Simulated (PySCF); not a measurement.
# C6H6 (2,4-hexadiyne) at 6 levels

Aim: a comparison of 6 runs (HF/STO-3G, HF/3-21G, B2PLYP/6-31G*, B3LYP/6-31G*, wB97M-V/6-31G*, SCS-MP2/6-31G*) of C6H6 (2,4-hexadiyne). 

Program for the calculation: PySCF 2.14.0.

1 further run of the same task is left out (set aside as unsound or not needed).

### 1 The molecule

The species is C6H6 (12 atoms), meant as a singlet with charge 0. SMILES: `CC#CC#CC`. The shape is that of a GFN2-xTB optimisation.

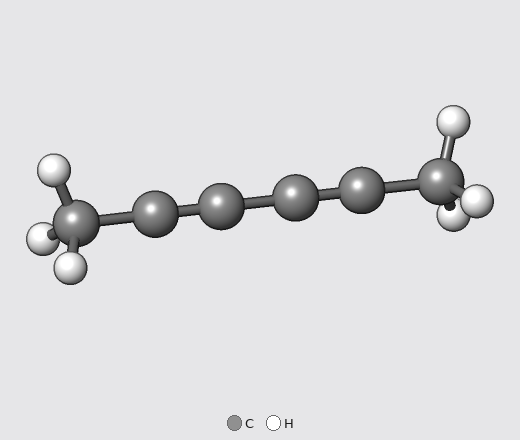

Viewed from a chosen angle; carbon grey, hydrogen white.

### 2 The energy at HF/STO-3G (run 1)

input.py

```python
from pyscf import gto, scf

system = gto.M(
    atom='''
C     -0.769530    -1.789470     2.699490
C     -0.435400    -1.010500     1.531810
C     -0.156270    -0.360600     0.554550
C      0.157580     0.368630    -0.548960
C      0.436220     1.015300    -1.528480
C      0.769200     1.787860    -2.700610
H      0.080660    -2.405730     2.994780
H     -1.618190    -2.440180     2.484970
H     -1.031790    -1.130760     3.528120
H      1.849040     1.927370    -2.763130
H      0.289930     2.766290    -2.653480
H      0.428550     1.271760    -3.599070
''',
    verbose=4,
    spin=0,
    basis='sto-3g',
    charge=0,
    max_memory=1860,
)

calc0 = scf.RHF(system)
calc0.conv_tol = 1e-10
calc0.kernel()
if not calc0.converged:
    calc0 = calc0.newton().run(calc0.mo_coeff, calc0.mo_occ)

e_tot = calc0.e_tot
print('E(%s) = %.9f' % ('HF', e_tot))
```

Started as:

```console
$ OMP_NUM_THREADS=1 python input.py
```

What it wrote:

```text
PySCF version 2.14.0

[... 62 lines left out ...]
converged SCF energy = -227.773670776479
E(HF) = -227.773670776
```

Run time: 0.92 s. Hardware: 1 thread of Intel Xeon at 2.70GHz, shared host; peak memory 0.1 GiB.

### 3 The energy at HF/3-21G (run 2)

run.py

```python
from pyscf import gto, scf

system = gto.M(
    atom='''
C     -0.769530    -1.789470     2.699490
C     -0.435400    -1.010500     1.531810
C     -0.156270    -0.360600     0.554550
C      0.157580     0.368630    -0.548960
C      0.436220     1.015300    -1.528480
C      0.769200     1.787860    -2.700610
H      0.080660    -2.405730     2.994780
H     -1.618190    -2.440180     2.484970
H     -1.031790    -1.130760     3.528120
H      1.849040     1.927370    -2.763130
H      0.289930     2.766290    -2.653480
H      0.428550     1.271760    -3.599070
''',
    charge=0,
    max_memory=1860,
    basis='3-21g',
    verbose=4,
)

myscf = scf.RHF(system)
myscf.conv_tol = 1e-10
myscf.kernel()
if not myscf.converged:
    myscf = myscf.newton().run(myscf.mo_coeff, myscf.mo_occ)

etot = myscf.e_tot
print('Final energy', etot)
```

Started as:

```console
$ OMP_NUM_THREADS=1 python run.py
```

What it wrote:

```text
PySCF version 2.14.0

[... 66 lines left out ...]
converged SCF energy = -229.314313652463
Final energy -229.31431365246257
```

Run time: 1.1 s. Hardware: 1 thread of Intel Xeon at 2.70GHz, shared host; peak memory 0.12 GiB.

Runs 3 to 4 aren't shown in full; the table further down has their settings and results.

### 4 A single-point energy at wB97M-V/6-31G(d) (spherical functions) (run 5)

calc.py

```python
# CC#CC#CC
from pyscf import gto, dft

mol = gto.M(
    atom='''
C       -0.769530      -1.789470       2.699490
C       -0.435400      -1.010500       1.531810
C       -0.156270      -0.360600       0.554550
C        0.157580       0.368630      -0.548960
C        0.436220       1.015300      -1.528480
C        0.769200       1.787860      -2.700610
H        0.080660      -2.405730       2.994780
H       -1.618190      -2.440180       2.484970
H       -1.031790      -1.130760       3.528120
H        1.849040       1.927370      -2.763130
H        0.289930       2.766290      -2.653480
H        0.428550       1.271760      -3.599070
''',
    spin=0,
    basis='6-31g*',
    max_memory=1860,
    verbose=3,
)

mf = dft.RKS(mol)
mf.xc = 'wb97m-v'
mf.conv_tol = 1e-10
mf.grids.level = 5
mf.nlcgrids.level = 1
mf.kernel()
if not mf.converged:
    mf = mf.newton().run(mf.mo_coeff, mf.mo_occ)

e_final = mf.e_tot
print('E = %.10f Eh' % e_final)
```

Started as:

```console
$ OMP_NUM_THREADS=1 python calc.py
```

What it wrote:

```text
converged SCF energy = -232.013755181783
E = -232.0137551818 Eh
```

It took 3 min on 1 thread of Intel Xeon at 2.70GHz, shared host; peak memory 0.55 GiB.

### 5 The energy at SCS-MP2/6-31G(d) (spherical functions) (run 6)

input.py

```python
from pyscf import gto, mp

molecule = gto.M(
    atom='''
C     -0.769530    -1.789470     2.699490
C     -0.435400    -1.010500     1.531810
C     -0.156270    -0.360600     0.554550
C      0.157580     0.368630    -0.548960
C      0.436220     1.015300    -1.528480
C      0.769200     1.787860    -2.700610
H      0.080660    -2.405730     2.994780
H     -1.618190    -2.440180     2.484970
H     -1.031790    -1.130760     3.528120
H      1.849040     1.927370    -2.763130
H      0.289930     2.766290    -2.653480
H      0.428550     1.271760    -3.599070
''',
    basis='6-31g*',
    charge=0,
    max_memory=1860,
    verbose=4,
)

mf = molecule.RHF()
mf.conv_tol = 1e-10
mf.kernel()
if not mf.converged:
    mf = mf.newton().run(mf.mo_coeff, mf.mo_occ)

pt = mp.MP2(mf, frozen=6).run()
e_tot = mf.e_tot + 1.2 * pt.e_corr_os + pt.e_corr_ss / 3
print('Final energy', e_tot)
```

Started as:

```console
$ OMP_NUM_THREADS=1 python input.py
```

What it wrote:

```text
PySCF version 2.14.0

[... 66 lines left out ...]
converged SCF energy = -230.588230972785
[... 1 line left out ...]
******** <class 'pyscf.mp.mp2.RMP2'> ********
nocc = 15, nmo = 90
frozen orbitals 6
E(RMP2) = -231.33406949562  E_corr = -0.74583852283476
E(SCS-RMP2) = -231.318204633487  E_corr = -0.729973660701452
E_corr(same-spin) = -0.190422192346454
E_corr(oppo-spin) = -0.555416330488306
Final energy -231.31820463348657
```

Run time: 5.1 s. Hardware: 1 thread of Intel Xeon at 2.70GHz, shared host; peak memory 0.25 GiB.

### 6 Overview of the runs

```
run                                 level  frozen core orbitals  integration grid  energy (Eh)  dipole moment (D) of the reference  HOMO energy (eV)  LUMO energy (eV)  wall time
  1                             HF/STO-3G                     –                 –  -227.773671                                0.01             -7.25              7.87     0.92 s
  2                              HF/3-21G                     –                 –  -229.314314                                0.01             -9.03              4.12      1.1 s
  3   B2PLYP/6-31G* (spherical functions)                     6                 5  -231.857806                                0.01             -7.26              1.77       29 s
  4    B3LYP/6-31G* (spherical functions)                     –                 5  -232.131122                                0.01             -6.12              0.18       33 s
  5  wB97M-V/6-31G* (spherical functions)                     –                 5  -232.013755                                0.01             -8.45              2.46      3 min
  6  SCS-MP2/6-31G* (spherical functions)                     6                 –  -231.318205                                0.01             -8.89              4.13      5.1 s
```

### 7 Summary of results

```
                                          quantity          value
                               run 6: total energy  -231.31820 Eh
       run 6: dipole moment (Hartree–Fock density)         0.01 D
        run 6: HOMO energy (Hartree–Fock orbitals)       -8.89 eV
        run 6: LUMO energy (Hartree–Fock orbitals)        4.13 eV
      run 6: HOMO–LUMO gap (Hartree–Fock orbitals)       13.02 eV
run 6: correlation energy (6 core orbitals frozen)     -730.0 mEh
```

**Reading.** Over runs 1, 2, 3, 4, 5 the HOMO–LUMO gap runs from 6.30 eV (B3LYP/6-31G*) to 15.12 eV (HF/STO-3G). The two ends differ in method and basis. Totals of different functionals can't be ranked against each other. In run 1 the basis is minimal, so the values are rough. All runs together took 4.1 min, the longest 3 min.
